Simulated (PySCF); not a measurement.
## A study: C10H8, SMILES `C1=CC2=CC=CC=CC2=C1`

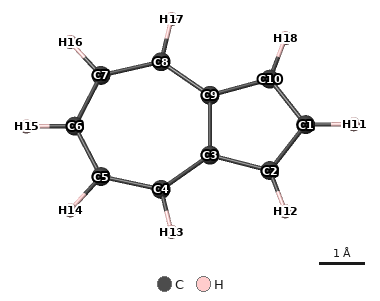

The molecule, with its atoms numbered as below. No frequency check shows the geometry to be a minimum.

Cartesian coordinates (Å):

```
C1      -2.6893    0.0000    0.0000
C2      -1.8866    1.1368    0.0000
C3      -0.5467    0.7436    0.0000
C4       0.5474    1.5877    0.0000
C5       1.8950    1.2576    0.0000
C6       2.4825    0.0000    0.0000
C7       1.8950   -1.2576    0.0000
C8       0.5474   -1.5877    0.0000
C9      -0.5467   -0.7436    0.0000
C10     -1.8866   -1.1368    0.0000
H11     -3.7656   -0.0001    0.0000
H12     -2.2339    2.1539    0.0000
H13      0.3158    2.6478    0.0000
H14      2.5836    2.0940    0.0000
H15      3.5669   -0.0001    0.0000
H16      2.5836   -2.0940    0.0000
H17      0.3158   -2.6478    0.0000
H18     -2.2339   -2.1539    0.0000
```

Part 1: Bonding charge

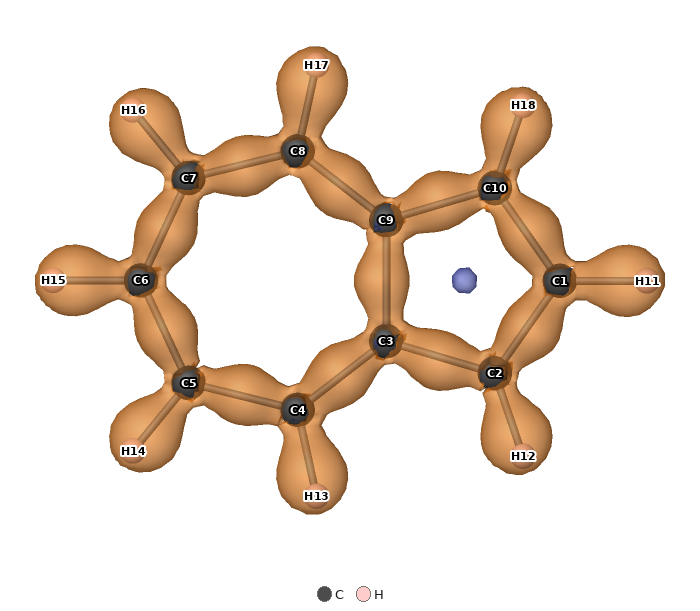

Deformation density (molecule less spherical, spin-averaged free atoms at the same positions), surfaces at ±0.2 e/Å³; orange: gain, blue: loss.

Level of theory: TPSS/def2-SVP (PySCF), at a geometry from GFN2-xTB. This is a single-reference result, which may miss multireference character in this system.

Describe the bonding that the map shows.

Answer. The five largest and four smallest: C1–H11: +0.70 e/Å³ at the bond critical point (bond length 1.08 Å, Mayer order 1.0). C4–H13 and C8–H17: +0.69 e/Å³ at the bond critical point (bond length 1.08 Å, Mayer order 1.0). C6–H15: +0.69 e/Å³ at the bond critical point (bond length 1.08 Å, Mayer order 1.0). C7–H16 and C5–H14: +0.69 e/Å³ at the bond critical point (bond length 1.08 Å, Mayer order 1.0). C2–H12 and C10–H18: +0.68 e/Å³ at the bond critical point (bond length 1.07 Å, Mayer order 1.0). C6–C7 and C5–C6: +0.60 e/Å³ at the bond critical point (bond length 1.39 Å, Mayer order 1.4). C1–C10 and C1–C2: +0.59 e/Å³ at the bond critical point (bond length 1.39 Å, Mayer order 1.3). C2–C3 and C9–C10: +0.59 e/Å³ at the bond critical point (bond length 1.40 Å, Mayer order 1.3). C3–C9: +0.49 e/Å³ at the bond critical point (bond length 1.49 Å, Mayer order 1.0). In all, 4.1 electrons gather in the regions of gain relative to the promolecule.

Part 2: Electrostatic potential

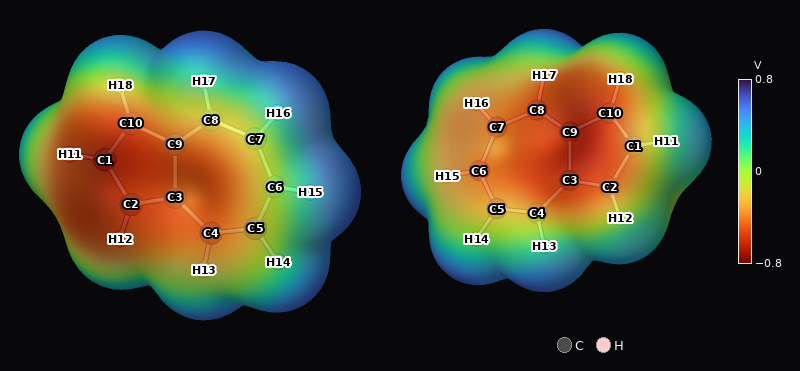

Electrostatic potential on the surface of electron density 0.001 a.u. (back view left, front view right).

Where are the extremes of the potential on the surface?

Answer. Highest: 0.63 V, 1.4 Å from H15. Lowest: −0.74 V, off the C1–C10 bond (2.1 to 2.2 Å from its atoms), and at like points elsewhere. The surface is sampled at points, so like sites can differ by a few per cent and only the strongest of them is named.

Part 3: In an electric field

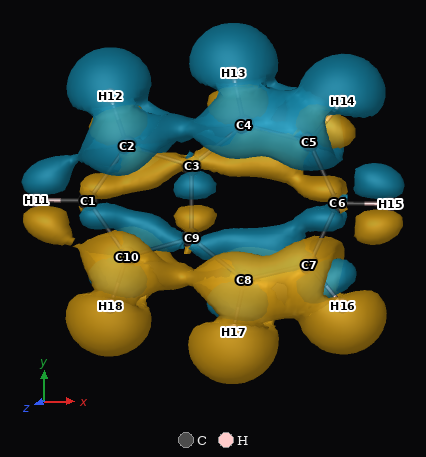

Change of the electron density in a uniform field of 0.51 V/Å, surfaces at ±0.003 e/Å³ (yellow: gain, teal: loss).

Method: PBE0/def2-SVP; geometry: GFN2-xTB; program: PySCF. A basis without diffuse functions makes polarisabilities too small.

The field was applied in both directions; the picture shows the one opposite to the script's first.

Along which Cartesian direction does the field point?

Answer. Along +y: electrons gather on the −y side, against the field.

What dipole is induced, and what polarisability does it imply?

Answer. The induced dipole is 2.98 D (along the field); α along this axis, from the fields in both directions, is 117 bohr³ (17.4 Å³).
